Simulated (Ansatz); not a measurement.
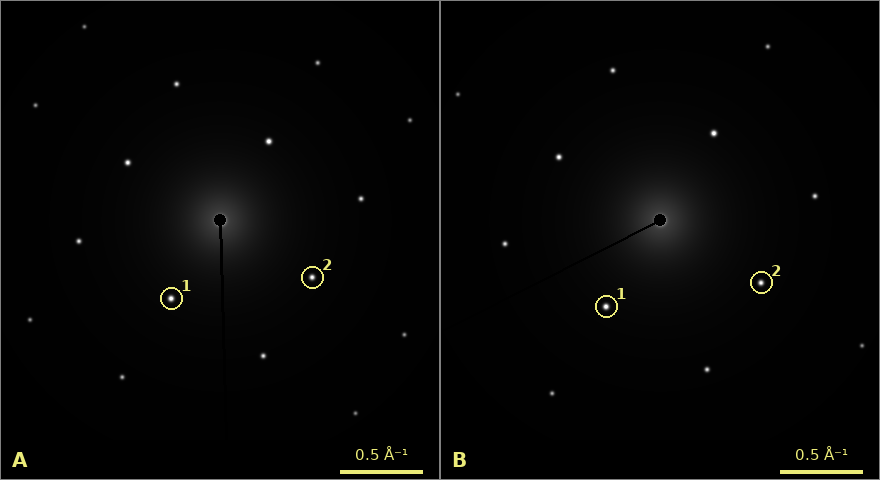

Kinematic electron diffraction patterns (120 kV, B = 0.5 Å², same scale) along [110] of the run's own cell, for the start and the end of one relaxation of CsTa with DFT PBE, scalar-relativistic, plane waves, PAW in Ansatz 0.2.0. k mesh 18×18×18. The start is a generated model structure, and the relaxation ends in the nearest stationary point of its symmetry, not necessarily the ground state. Spot 1 is -1 1 0 and spot 2 is 0 0 2 in both.

Start structure:

```
Cs Ta
1.0
     1.76112    1.01678    5.60950
    -1.76112    1.01678    5.60950
     0.00000   -2.03357    5.60950
Cs Ta
1 1
Direct
  0.00000 0.00000 0.00000
  0.50000 0.50000 0.50000
```

### Which pattern belongs to the start structure, and which to the relaxed one?

A is the start: its cell gives d(1) = 1.761 Å, d(2) = 1.501 Å and an angle of 90.0°. B is the relaxed structure, with d(1) = 1.596 Å (-9.4 %), d(2) = 1.370 Å (-8.7 %) and 90.0°.

### What did the relaxation do to the structure and the energy?

The volume changed by -1.4 % to 29.73 Å³ an atom; the fractional coordinates hardly changed; the space group stayed R-3m (No. 166); the free energy fell by 320 meV an atom. Relaxed cell: a = 6.984 Å, b = 6.984 Å, c = 6.984 Å, α = 26.42°, β = 26.42°, γ = 26.42°.
